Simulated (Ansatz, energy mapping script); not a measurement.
**VCl2O monolayer: J from the energies of magnetic orders (0.25 holes a magnetic atom)**

How strongly do the moments of VCl2O monolayer couple under LDA+U (1.92 eV)? The plan is to run several orders and fit a Heisenberg model.

Main program and level: Ansatz 0.2.0; LDA with U = 1.92 eV on V d, ortho-atomic projectors; plane waves, U on orthogonalised atomic orbitals unless named otherwise, collinear spin, no spin–orbit coupling.

## 1. The structure

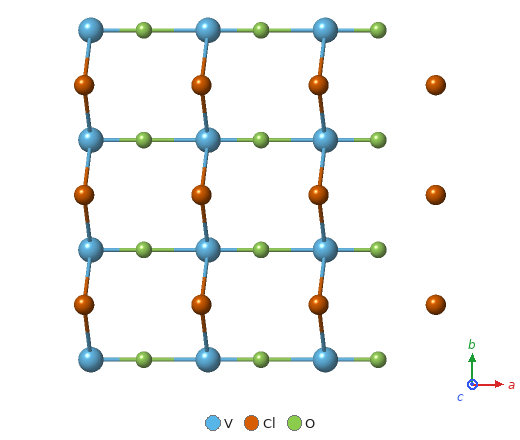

Start, viewed from above; vanadium blue, chlorine orange, oxygen green. 3×3×1 cells are drawn. Bonds to atoms that aren't drawn are left out. Some periodic images of atoms are drawn too.

The cell holds 4 atoms: 1 V, 2 Cl and 1 O. Its edges and angles: a = 3.740 Å, b = 3.503 Å, c = 18.310 Å, α = 90.0°, β = 90.0°, γ = 90.0°. It derives from VCl2O. one layer cut from the bulk crystal, unrelaxed, 15 A of vacuum. Vacuum lies along c.

Structure file:

```cif
data_structure
_symmetry_space_group_name_H-M 'P 1'
_symmetry_Int_Tables_number 1
_cell_length_a 3.7396
_cell_length_b 3.5031
_cell_length_c 18.3097
_cell_angle_alpha 90.000
_cell_angle_beta 90.000
_cell_angle_gamma 90.000
_cell_volume 239.86
loop_
_atom_site_label
_atom_site_type_symbol
_atom_site_fract_x
_atom_site_fract_y
_atom_site_fract_z
_atom_site_occupancy
V1 V 0.06200 0.00000 0.50000 1
Cl2 Cl 0.00455 0.50000 0.40962 1
Cl3 Cl 0.00455 0.50000 0.59038 1
O4 O 0.51359 0.00000 0.50000 1
```

The cell comes from a database of computed structures, and need not be the one that the compound takes in experiment.

This cell differs from the given one by: 0.25 holes a magnetic atom. The charge is balanced by a uniform background.

The U corrects the self-interaction that lets semilocal functionals spread d and f electrons too far. Its value here is typed, not computed.

## 2. One set of occupation matrices for all orders

A corrected shell can settle in several orbital fillings. One parallel run, with an occupation width a fifth wider than the orders use, therefore is to supply the occupation matrices. All orders start from them.

The input, input.yaml:

```yaml
crystal:
  lattice:
    - [3.73957, 0.0, 0.0]
    - [0.0, 3.50306, 0.0]
    - [0.0, 0.0, 18.309677]
  atoms:
    - { symbol: V, position: [0.062003, 0.0, 0.5], spin: 2.0 }
    - { symbol: Cl, position: [0.004547, 0.5, 0.409619] }
    - { symbol: Cl, position: [0.004547, 0.5, 0.590381] }
    - { symbol: O, position: [0.513588, 0.0, 0.5] }
magnetization:
  spin_polarized: true
total_charge: 0.25
kpoints:
  mp_grid: { grid: [9, 10, 1] }
hamiltonian:
  xc: lda
  hubbard:
    sites: [{ species: V, l: d, u_eff: 1.92 }]
    projectors: ortho-atomic
scf:
  occupations: { method: fermi_dirac, width: 0.084 }
output:
  eigenvalues: true
```

The run is started by

```sh
$ ansatz run input.yaml --threads 4 --pin off --max-ram 8192MiB --backend cpu --events-out ev --progress --plain --runs-dir out
```

Numbers of over 12 decimals in the logs are rounded to 6 here.

What it wrote:

```text
Engine: ansatz 0.2.0, aarch64-unknown-linux-gnu
Pseudopotentials: kind: paw
Pseudopotential: V, paw, valence charge 13, recommended cutoff 420 eV (normal), V.paw.azcp
Pseudopotential: Cl, paw, valence charge 7, recommended cutoff 420 eV (normal), Cl.paw.azcp
Pseudopotential: O, paw, valence charge 6, recommended cutoff 420 eV (normal), O.paw.azcp
Functional definition: SPW92
  exchange = slater_x
  correlation = pw_c
Crystal: 4 atoms, lattice volume = 239.856 Å³
Basis set: ecut = 420 eV, 4703 PW (Γ)
Bands: 22, of which v1, the nominal top of the filled ones, is band 16 counted from 1 (15 counted from 0)
Symmetry: 4 space group operations
Space group: Pmm2 (ITA 25), of the structure as read, at distance tolerance 6.2e-5 Å
Magnetic group: BNS 25.57 (UNI 155), of the structure as read, at distance tolerance 6.2e-5 Å
k-points: 30 of 90 (time reversal used)
Non-local potential: V, projectors of the file, l = 0: 3, l = 1: 2, l = 2: 3, l = 3: 1
Non-local potential: Cl, projectors of the file, l = 0: 2, l = 1: 2, l = 2: 2
Non-local potential: O, projectors of the file, l = 0: 2, l = 1: 2, l = 2: 1
PAW form: soft (Blöchl's): semilocal exchange-correlation on the pseudo side does not see the compensation charge
PAW frozen core: V, regenerated for the run's functional, and the local potential with it (the file was generated under x = pbe(κ = 0.804, μ = 0.219515), c = pbe(β = 0.066725))
PAW frozen core: Cl, regenerated for the run's functional, and the local potential with it (the file was generated under x = pbe(κ = 0.804, μ = 0.219515), c = pbe(β = 0.066725))
PAW frozen core: O, regenerated for the run's functional, and the local potential with it (the file was generated under x = pbe(κ = 0.804, μ = 0.219515), c = pbe(β = 0.066725))
PAW one-centre angular grid: V, 590 points (default); XC on 64 Gauss nodes
PAW one-centre angular grid: Cl, 110 points (default); XC on 64 Gauss nodes
PAW one-centre angular grid: O, 110 points (default); XC on 64 Gauss nodes
Initial density: superposition of atomic densities (neutral atoms scaled as one to the charged cell's electrons: chi_scale 0, normalization atom)
Starting moments: Σ|m| = 2 μB on 1 of 4 sites
Initial wavefunctions: pseudopotential atomic-orbital guess
Functional: x = slater, c = lda
SCF iter   1: F=—  HF=-5506.933501 eV  |F-HF|=—  |Δ(HF+E_count)|=         —  Δρ=4.20e-2 (↑4.20e-2 ↓3.38e-2)  dr2=1.26e1  dr2_m=8.17e-1  M=0.750 μB ∫|m|=1.543 μB  β_m=0.30  ethr=3.10e-3  ⟨swp⟩=10.4  Hψ=8719  notcnv=0
preconditioner: auto → none  [metal: Δε(μ)=0.007 eV  Ē_g=8.884 eV  σ=0.084 eV  W_gap=0.02  n_scr=30 (ndim 8)  ℏωp=11.4 eV  f_vac=0.651  D(μ)=2.57/eV (n_scr^D=8)  sad-step TF]
[...]
SCF iter  20: F=-5504.519159 eV  HF=-5504.519159 eV  |F-HF|=5.56e-10  |Δ(HF+E_count)|=  3.37e-11  Δρ=3.10e-7 (↑3.10e-7 ↓2.42e-7)  dr2=6.92e-10  dr2_m=4.14e-11  M=0.750 μB ∫|m|=1.211 μB  β_m=1.00  ethr=1.08e-11  ⟨swp⟩=1.0  Hψ=3331  notcnv=0
Mixer restart at iter 20: flushing history
iter 21 met the thresholds in force, and the SCF goes on: an eigenvalue changes by 1.84 meV, over its tolerance of 1.00 meV (output.eigenvalues, Limitations)
SCF iter  21: F=-5504.519159 eV  HF=-5504.519159 eV  |F-HF|=3.04e-8  |Δ(HF+E_count)|=   3.46e-9  Δρ=1.89e-6 (↑1.89e-6 ↓1.36e-6)  dr2=3.26e-8  dr2_m=1.82e-10  M=0.750 μB ∫|m|=1.212 μB  β_m=1.00  ethr=2.11e-12  ⟨swp⟩=1.1  Hψ=4041  notcnv=0  κ⁻¹=1.0e0(r=1)
SCF iter  22: F=-5504.519159 eV  HF=-5504.519159 eV  |F-HF|=2.36e-10  |Δ(HF+E_count)|=   3.46e-9  Δρ=1.78e-7 (↑1.78e-7 ↓1.07e-7)  dr2=2.60e-10  dr2_m=6.10e-12  M=0.750 μB ∫|m|=1.211 μB  ethr=2.11e-12  ⟨swp⟩=1.1  Hψ=3962  notcnv=0
SCF 1 converged in 22 iterations: F = -5504.519159 eV  dr2 = 2.60e-10
[...]
SCF converged after 22 iterations
an eigenvalue changed by more than its tolerance at an iteration that met the thresholds in force, so the SCF went on 3 times, its first undamped step at iteration 20: the last check found none over its tolerance
Magnetization: 0.7502 μB (16.7501 up, 15.9999 down)
Absolute magnetization: 1.2115 μB (∫|ρ↑−ρ↓|, with the PAW one-centre terms)
Spin contamination: 0.0386 ħ² per cell (⟨S²⟩ above its minimum at these occupations)
Per-site moments (μB) at R_I (Å): [(0.635526, 0.696603), (-0.039245, 0.997921), (-0.039245, 0.997921), (-0.111493, 0.696603)]
Free energy (F): -5504.519159 eV
Harris-Foulkes:  -5504.519159 eV  (|F-HF|=2.36e-10)
Internal energy: -5504.479884 eV  (E = F + TS)
E sigma→0 (E₀):  -5504.499521 eV
Entropy (-TS):   -0.039275 eV (-9.819 meV/atom)
Fermi energy:    -5.998042 eV
--- Per-component energies (eV) ---
  E_band       = -691.631180
  E_kinetic    = 820.514337
  E_local      = -16203.994899  (includes V_loc(G=0)·N_el)
  E_nonlocal   = 65.079490
  E_hartree    = 7672.354206
  E_xc         = -407.522619
  E_vxc        = -492.964339  (∫ρ·V_xc dr)
  E_hubbard    = 1.855180  (on-site DFT+U / exact-exchange correction)
  E_vhub       = 0.484128  (the Hubbard potential's part of the band-sum identity)
  E_paw        = -2455.081658  (= ΣΔE_a)
  E_vpaw       = -225.462495  (= ΣTr[D̂ρ^β])
  E_aug_tail   = 0.002915  (compensation charges beyond the density's cutoff)
  E_ewald      = 5001.489110
  E_core_change = 0.824055  (= ΣΔE_core)
  E_smearing   = -0.039275  (= −TS)
  E_closure    = 0.000000  (closes the sum)
  E_deformation_potential = 0.948320  (in the stress; not in F)
  Σ components = -5504.519159   (vs F -5504.519159, Δ=0.00e0)
--- Band table (eV; the first three rows and the last of 60) ---
  k-point 0 ↑: bands = [... 12 lower, -7.5260, -7.2040, -7.0870, -6.9412, -6.3560, -5.0237, -4.5969, -3.4028, ... 2 higher]
  k-point 1 ↑: bands = [... 12 lower, -7.6060, -7.4905, -7.0067, -6.7557, -6.3157, -4.9702, -4.6372, -3.5184, ... 2 higher]
  k-point 2 ↑: bands = [... 12 lower, -7.9490, -7.4328, -6.8966, -6.8888, -6.1197, -4.8480, -4.7261, -3.6777, ... 2 higher]
  k-point 29 ↓: bands = [... 12 lower, -8.5502, -8.2055, -7.5785, -6.8157, -3.4857, -2.9358, -2.8687, -2.7427, ... 2 higher]
Occupation matrices written to <dir>
```

The job ended after 21 s (4 threads of Arm Neoverse V2, shared host; peak memory 0.65 GiB).

Reading the cycles: dr2 is the Hartree energy of the density residual (eV), the measure of convergence; HF is the Harris–Foulkes estimate of the energy, which meets the free energy F at convergence.

Read from the output:

```
final state                       : ferromagnetic
electrons in the corrected shells : 3.361 e
largest moment                    : 0.636 μB
```

## 3. Order 1: parallel, cell A of 8 atoms

The parallel order is the zero of energy for this cell and mesh.

The input, input.yaml:

```yaml
crystal:
  lattice:
    - [3.73957, 0.0, 0.0]
    - [0.0, 7.00612, 0.0]
    - [0.0, 0.0, 18.309677]
  atoms:
    - { symbol: V, position: [0.062003, 0.0, 0.5], spin: 2.0 }
    - { symbol: V, position: [0.062003, 0.5, 0.5], spin: 2.0 }
    - { symbol: Cl, position: [0.004547, 0.25, 0.409619] }
    - { symbol: Cl, position: [0.004547, 0.75, 0.409619] }
    - { symbol: Cl, position: [0.004547, 0.25, 0.590381] }
    - { symbol: Cl, position: [0.004547, 0.75, 0.590381] }
    - { symbol: O, position: [0.513588, 0.0, 0.5] }
    - { symbol: O, position: [0.513588, 0.5, 0.5] }
magnetization:
  spin_polarized: true
total_charge: 0.5
kpoints:
  mp_grid: { grid: [9, 5, 1] }
hamiltonian:
  xc: lda
  hubbard:
    sites:
      - { species: V, l: d, u_eff: 1.92 }
      - { site: 0, l: d, u_eff: 1.92, starting_ns: [{ spin: up, occupation_matrix: v1_major }, { spin: down, occupation_matrix: v1_minor }] }
      - { site: 1, l: d, u_eff: 1.92, starting_ns: [{ spin: up, occupation_matrix: v1_major }, { spin: down, occupation_matrix: v1_minor }] }
    projectors: ortho-atomic
    occupation_matrices:
      v1_major:
        matrix:
          - [0.705, 0.0, 0.0, 0.174, 0.0]
          - [0.0, 0.321, 0.0, 0.0, 0.0]
          - [0.0, 0.0, 0.35, 0.0, 0.0]
          - [0.174, 0.0, 0.0, 0.464, 0.0]
          - [0.0, 0.0, 0.0, 0.0, 0.333]
      v1_minor:
        matrix:
          - [0.134, 0.0, 0.0, -0.104, 0.0]
          - [0.0, 0.241, 0.0, 0.0, 0.0]
          - [0.0, 0.0, 0.295, 0.0, 0.0]
          - [-0.104, 0.0, 0.0, 0.273, 0.0]
          - [0.0, 0.0, 0.0, 0.0, 0.245]
scf:
  occupations: { method: fermi_dirac, width: 0.07 }
output:
  eigenvalues: true
```

What it wrote:

```text
[...]
Crystal: 8 atoms, lattice volume = 479.711 Å³
Basis set: ecut = 420 eV, 9371 PW (Γ)
Bands: 43, of which v1, the nominal top of the filled ones, is band 33 counted from 1 (32 counted from 0)
Symmetry: 8 space group operations
[...]
k-points: 15 of 45 (time reversal used)
[...]
Starting moments: Σ|m| = 4 μB on 2 of 8 sites
[...]
SCF iter   1: F=—  HF=-11014.221105 eV  |F-HF|=—  |Δ(HF+E_count)|=         —  Δρ=4.48e-2 (↑4.48e-2 ↓3.35e-2)  dr2=2.45e1  dr2_m=2.05e0  M=1.500 μB ∫|m|=2.676 μB  β_m=0.30  ethr=3.10e-3  ⟨swp⟩=12.8  Hψ=7209  notcnv=0
[...]
SCF iter  21: F=-11009.025488 eV  HF=-11009.025488 eV  |F-HF|=1.35e-10  |Δ(HF+E_count)|=   7.59e-9  Δρ=8.93e-8 (↑8.93e-8 ↓7.48e-8)  dr2=1.59e-10  dr2_m=9.93e-12  M=1.500 μB ∫|m|=2.424 μB  ethr=6.06e-12  ⟨swp⟩=1.2  Hψ=3705  notcnv=0
SCF 1 converged in 21 iterations: F = -11009.025488 eV  dr2 = 1.59e-10
[...]
SCF converged after 21 iterations
[...]
Magnetization: 1.5001 μB (33.5000 up, 32.0000 down)
Absolute magnetization: 2.4236 μB (∫|ρ↑−ρ↓|, with the PAW one-centre terms)
[...]
Per-site moments (μB) at R_I (Å): [(0.635469, 0.696603), (0.635469, 0.696603), (-0.039331, 0.997921), (-0.039331, 0.997921), (-0.039331, 0.997921), (-0.039331, 0.997921), (-0.111509, 0.696603), (-0.111509, 0.696603)]
Free energy (F): -11009.025488 eV
[...]
Internal energy: -11008.962705 eV  (E = F + TS)
E sigma→0 (E₀):  -11008.994097 eV
Entropy (-TS):   -0.062783 eV (-7.848 meV/atom)
Fermi energy:    -6.007818 eV
[...]
--- Specified on-site occupations, and those of the state reported ---
  electrons in the specified blocks: 6.7220 specified, 6.7216 found
  site 0 (l=d) ↓: largest change of an orbital's occupation 0.0005; electrons 1.1880 specified, 1.1880 found; spectral distance 0.0007
[...]
site 1 (l=d) ↑: largest change of an orbital's occupation 0.0005; electrons 2.1730 specified, 2.1728 found; spectral distance 0.0005
[...]
--- Band table (eV; the first three rows and the last of 30) ---
  k-point 0 ↑: bands = [... 29 lower, -7.0870, -6.9413, -6.6047, -6.3560, -6.1249, -5.1023, -5.0239, -4.5968, ... 6 higher]
  k-point 1 ↑: bands = [... 29 lower, -7.0066, -6.7557, -6.6744, -6.3158, -6.0559, -5.0198, -4.9704, -4.6371, ... 6 higher]
  k-point 2 ↑: bands = [... 29 lower, -6.8965, -6.8887, -6.8005, -6.1197, -6.0110, -4.8550, -4.8482, -4.7260, ... 6 higher]
  k-point 14 ↓: bands = [... 29 lower, -7.2452, -7.1537, -7.0366, -3.7597, -3.5765, -3.1254, -3.0380, -2.9014, ... 6 higher]
Occupation matrices written to <dir>
```

The job ended after 41 s (4 threads; peak memory 1.1 GiB).

Spin moment in the sphere by atom:

| atom | spin moment in the sphere (μB) |
| --- | --- |
| V1 | 0.635 |
| V2 | 0.635 |
| Cl3 | -0.039 |
| Cl4 | -0.039 |
| Cl5 | -0.039 |
| Cl6 | -0.039 |
| O7 | -0.112 |
| O8 | -0.112 |

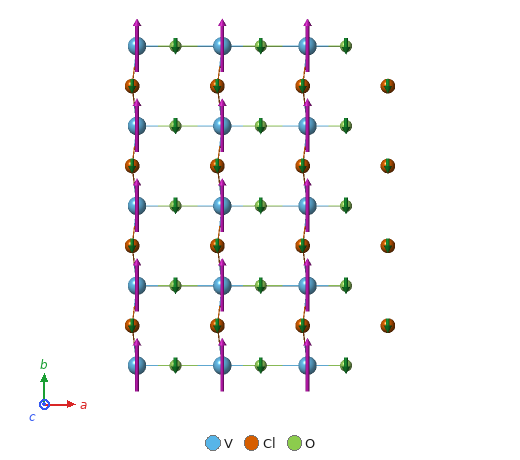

Spin moment in the sphere as arrows, the longest 0.635 μB. Up and down stand for the sign. Arrows give size and sign along the axis of quantisation, drawn up and down the page. Each arrow also spans its atom, so small moments look longer than they are. The two directions have two colours. Bonds to atoms that aren't drawn are left out. 3×2×1 cells are drawn. Some periodic images of atoms are drawn too.

The run ends ferromagnetic.

## 4. Run 2 (compensated +−; cell A, 8 atoms)

This order reverses 2 of the 2 neighbours at 3.50 Å, 0 of the 2 neighbours at 3.74 Å and 4 of the 4 neighbours at 5.12 Å, counted for an average magnetic atom.

input.yaml: that of step 3 with these lines changed.

```diff
@@ -7,3 +7,3 @@
     - { symbol: V, position: [0.062003, 0.0, 0.5], spin: 2.0 }
-    - { symbol: V, position: [0.062003, 0.5, 0.5], spin: 2.0 }
+    - { symbol: V, position: [0.062003, 0.5, 0.5], spin: -2.0 }
     - { symbol: Cl, position: [0.004547, 0.25, 0.409619] }
@@ -25,3 +25,3 @@
       - { site: 0, l: d, u_eff: 1.92, starting_ns: [{ spin: up, occupation_matrix: v1_major }, { spin: down, occupation_matrix: v1_minor }] }
-      - { site: 1, l: d, u_eff: 1.92, starting_ns: [{ spin: up, occupation_matrix: v1_major }, { spin: down, occupation_matrix: v1_minor }] }
+      - { site: 1, l: d, u_eff: 1.92, starting_ns: [{ spin: up, occupation_matrix: v1_minor }, { spin: down, occupation_matrix: v1_major }] }
     projectors: ortho-atomic
```

What it wrote:

```text
[...]
Crystal: 8 atoms, lattice volume = 479.711 Å³
Basis set: ecut = 420 eV, 9371 PW (Γ)
Bands: 43, of which v1, the nominal top of the filled ones, is band 33 counted from 1 (32 counted from 0)
Symmetry: 4 space group operations
[...]
k-points: 15 of 45 (time reversal used)
[...]
Starting moments: Σ|m| = 4 μB on 2 of 8 sites
Starting magnetic order: antiferromagnet; a translation exchanges its spin sublattices: spin-degenerate at every k-point
[...]
SCF iter   1: F=—  HF=-11014.193707 eV  |F-HF|=—  |Δ(HF+E_count)|=         —  Δρ=3.96e-2 (↑3.96e-2 ↓3.96e-2)  dr2=2.45e1  dr2_m=2.07e0  M=0.000 μB ∫|m|=2.399 μB  β_m=0.30  ethr=3.10e-3  ⟨swp⟩=12.5  Hψ=7214  notcnv=0
[...]
SCF iter   2: F=—  HF=-11010.079224 eV  |F-HF|=—  |Δ(HF+E_count)|=    4.11e0  Δρ=1.70e-2 (↑1.70e-2 ↓1.70e-2)  dr2=6.32e0  dr2_m=6.82e-1  M=-0.001 μB ∫|m|=2.863 μB  β_m=0.30  ethr=3.10e-3  ⟨swp⟩=3.0  Hψ=3026  notcnv=0  defer=30
[...]
spin=Collinear: Resta preconditioning applied to the charge; magnetization (m = ρ↑ − ρ↓) channel mixes plain (no charge-response kernel on spin).
SCF iter   3: F=—  HF=-11009.343718 eV  |F-HF|=—  |Δ(HF+E_count)|=   7.36e-1  Δρ=1.52e-2 (↑1.52e-2 ↓1.52e-2)  dr2=1.81e0  dr2_m=6.50e-1  M=0.002 μB ∫|m|=2.474 μB  β_m=0.30  ethr=3.10e-3  ⟨swp⟩=3.0  Hψ=2304  notcnv=0  defer=30
[...]
SCF iter  33: F=-11009.019526 eV  HF=-11009.019526 eV  |F-HF|=1.09e-11  |Δ(HF+E_count)|=  1.67e-10  Δρ=6.19e-8 (↑6.19e-8 ↓5.23e-8)  dr2=4.84e-11  dr2_m=8.49e-12  M=0.000 μB ∫|m|=2.214 μB  ethr=1.35e-12  ⟨swp⟩=1.2  Hψ=3617  notcnv=0
SCF 1 converged in 33 iterations: F = -11009.019526 eV  dr2 = 4.84e-11
[...]
SCF converged after 33 iterations
[...]
Magnetization: 0.0000 μB (32.7500 up, 32.7500 down)
Absolute magnetization: 2.2118 μB (∫|ρ↑−ρ↓|, with the PAW one-centre terms)
[...]
Per-site moments (μB) at R_I (Å): [(0.608826, 0.696603), (-0.608811, 0.696603), (6.19367296855211e-7, 0.997921), (6.193672968414094e-7, 0.997921), (6.193672967064928e-7, 0.997921), (6.193672967057587e-7, 0.997921), (-0.098384, 0.696603), (0.098383, 0.696603)]
Free energy (F): -11009.019526 eV
[...]
Internal energy: -11008.958645 eV  (E = F + TS)
E sigma→0 (E₀):  -11008.989085 eV
Entropy (-TS):   -0.060881 eV (-7.610 meV/atom)
Fermi energy:    -6.026140 eV
[...]
--- Specified on-site occupations, and those of the state reported ---
  electrons in the specified blocks: 6.7220 specified, 6.7249 found
[...]
--- Band table (eV; the first three rows and the last of 30) ---
  k-point 0 ↑: bands = [... 29 lower, -7.1062, -6.8530, -6.6247, -6.2711, -4.9310, -4.8439, -4.1817, -4.1659, ... 6 higher]
  k-point 1 ↑: bands = [... 29 lower, -7.0299, -6.7732, -6.6909, -6.1822, -4.8740, -4.8582, -4.2059, -4.1931, ... 6 higher]
  k-point 2 ↑: bands = [... 29 lower, -6.9154, -6.8927, -6.8189, -6.0420, -4.8609, -4.7822, -4.2382, -4.2376, ... 6 higher]
  k-point 14 ↓: bands = [... 29 lower, -7.2302, -7.1393, -7.0167, -6.0112, -3.7033, -3.6113, -3.4176, -3.4120, ... 6 higher]
Occupation matrices written to <dir>
```

The job ended after 61 s (4 threads; peak memory 1.1 GiB).

Spin moment in the sphere by atom:

```csv
atom,spin moment in the sphere (μB)
V1,0.609
V2,-0.609
Cl3,0.000
Cl4,0.000
Cl5,0.000
Cl6,0.000
O7,-0.098
O8,0.098
```

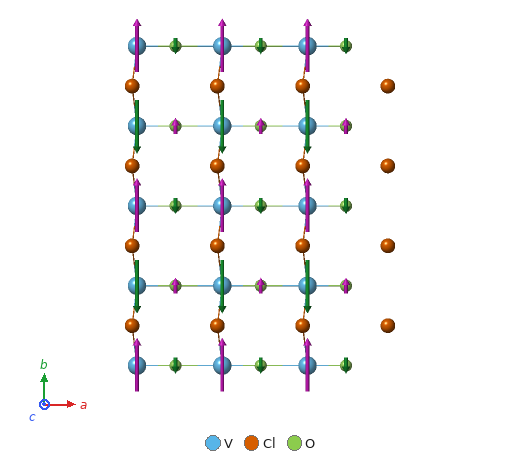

Spin moment in the sphere as arrows, the longest 0.609 μB. Up and down stand for the sign. Arrows give size and sign along the axis of quantisation, drawn up and down the page. Each arrow also spans its atom, so small moments look longer than they are. The two directions have two colours. Bonds to atoms that aren't drawn are left out. 3×2×1 cells are drawn. Some periodic images of atoms are drawn too.

The run ends antiferromagnetic, 2.51 meV a magnetic atom above the parallel order of its cell (energies taken at zero occupation width, not the printed F).

(Continued in part 2 of 2.)

[Logs and program files are shortened in this print: banners, set-up blocks, solver, clock and traceback lines can be left out without a mark of their own.]

[Logs are printed without paths, hosts, clocks, repeated set-up lines and the standing remarks that a program may print on its own settings, such as how far it seeks lower states.]

[Hosts, paths, dates, database ids (printed as entryN), source tags and the programs' standing remarks are cut or masked in the printed files.]

[Where a cell is said to come from a database of computed structures, the database is the Materials Project.]
